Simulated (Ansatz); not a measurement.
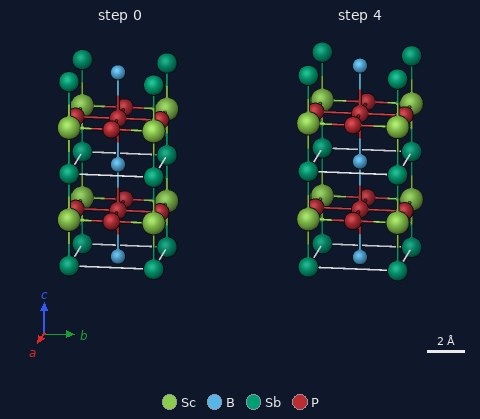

The structure of a crystal of ScBSbP3 (a generated structure, set up in P4/mmm) (coarse preliminary run) before (left) and after (right) a relaxation, at one scale.

The picture is a ball-and-stick view of the cell of the calculation, repeated 1 × 1 × 2 with one cell outlined, seen from a free direction.

Theory: DFT PBE, scalar-relativistic, plane waves, PAW in Ansatz 0.2.0.

Input
```yaml
crystal:
  lattice:
    - [4.68251839, 0.0, 0.0]
    - [0.0, 4.68251839, 0.0]
    - [0.0, 0.0, 5.21160808]
  atoms:
    - { symbol: Sc, position: [0.0, 0.0, 0.5] }
    - { symbol: B, position: [0.5, 0.5, 0.0] }
    - { symbol: Sb, position: [0.0, 0.0, 0.0] }
    - { symbol: P, position: [0.5, 0.0, 0.5] }
    - { symbol: P, position: [0.0, 0.5, 0.5] }
    - { symbol: P, position: [0.5, 0.5, 0.5] }
basis:
  ecutwfc: 420
kpoints:
  mp_grid: { grid: [4, 4, 4] }
hamiltonian:
  xc: pbe
scf:
  occupations: { method: gaussian, width: 0.1 }
  lower_state_search: "off"
output:
  forces: true
  stress: true
  eigenvalues: true
relax:
  adjacent_minimum: "off"
  f_tol: 0.04
  max_steps: 70
  cell: { stress_tol: 0.4 }
```

Launched with:
```bash
ansatz run input.yaml --threads 1 --pin off --max-ram 2560MiB --backend cpu --events-out ev --progress --plain --runs-dir out
```

What changed between the two?

The atoms keep their places relative to the cell (all moves are under 0.005 Å). Cell: a = b 4.683 → 4.941 Å (+5.5 %), c 5.212 → 5.422 Å (+4.0 %). Volume +15.8 %. Among the contacts that change: Sc1–P4 2.341 → 2.470 Å, P4–P6 2.341 → 2.470 Å, Sc1–Sb3 2.606 → 2.711 Å, B2–P6 2.606 → 2.711 Å. The space group stays P4/mmm (No. 123). Over 3 accepted moves (4 points after the start) the energy falls by 0.622 eV per cell of the calculation. All forces vanish by symmetry, so only the cell relaxes. Pressure: 11.94 GPa at the start and 0.11 GPa at the end. At 1 point the geometry stayed and the basis and grid were re-selected for the new cell (energy shift of 6.6 meV per cell of the calculation at most each time). Cost: 36 s on 1 thread of Intel(R) Xeon(R) Processor @ 2.50GHz (Skylake/Cascade Lake), with other jobs on the host, peak memory 0.46 GiB.
